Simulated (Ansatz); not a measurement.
ZrO2 under a change: O → C

Consider ZrO2 in the fluorite structure (space group Fm-3m, No. 225; a = 5.0641 Å).

One thing is altered: every O is replaced by C, then cell and atoms are relaxed.

Level of theory: PBEsol/PAW in Ansatz (a quantum-chemistry and plane-wave program), no spin-orbit coupling. k-mesh 15×15×15 (Γ-centred); smearing 0.05 eV (Fermi–Dirac), for the changed cell.

```tsv
quantity	base	changed	shift
volume per atom	10.82 Å³	12.36 Å³	+1.54 Å³
density	6.30 g/cm³	5.16 g/cm³	-1.14 g/cm³
lattice parameter a	5.064 Å	5.293 Å	+0.229 Å
space group	Fm-3m (No. 225)	Fm-3m (No. 225)	–
shortest interatomic distance	2.193 Å	2.292 Å	+0.099 Å
band gap	3.33 eV	zero	–
```

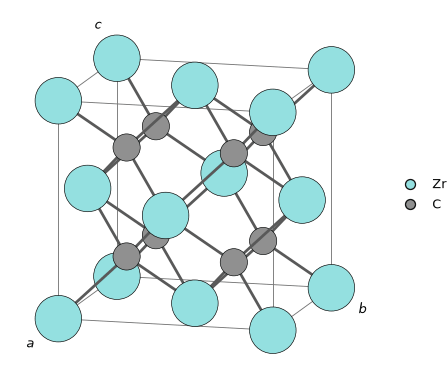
*The relaxed conventional cell after the change*

Cost of the whole job for the changed cell (relaxation, final SCF and bands): very roughly 40 core-seconds.

Stability against distortions was not tested. As relaxed here, ZrC2 is a hypothetical phase, not in the database extracts checked. All final runs are without spin polarisation. ZrC2 has a high density of states at the Fermi level and may be magnetic at this level. This is not the structure that ZrO2 has at room temperature and ambient pressure.
